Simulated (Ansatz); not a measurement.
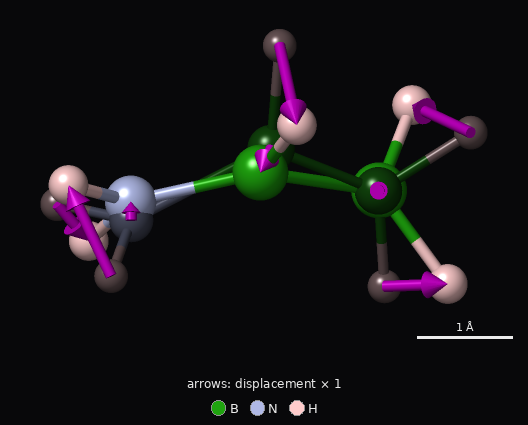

This is a relaxation of B2NH5. The starting structure is drawn faded, the final one solid; purple arrows show the displacements, at their true length. The two geometries are superimposed by the best rigid fit.

A ball-and-stick model, seen at a tilt.

It is one of the separated reactants of a reaction.

Theory: Ansatz, RKS PBE-D4/def2-SVP. (force threshold 0.03 eV/Å; at most 250 steps)

**Which element moves most?**

Hydrogen: up to 1.15 Å, against 0.36 Å for boron.

**Describe the change and its energy.**

The atom that moves furthest after the best rigid fit is an H atom (1.15 Å). By element the largest moves are H 1.15 Å, B 0.36 Å, N 0.20 Å. Among the contacts that change: B–B 1.391 → 1.670 Å, B–N 1.664 → 1.399 Å, B–H 1.150 → 1.223 Å, B–H 1.210 → 1.234 Å. Bond angles that change, for instance: B–B–H 116.1° → 112.0°, B–B–N 128.9° → 131.9°, H–N–H 115.4° → 112.9°. Groups turn about B–B by about 90°, B–N by about 90°. The energy falls by 104.3 kcal/mol in 15 geometry steps. Largest force component: 11 eV/Å at the start, 0.0041 eV/Å at the end.
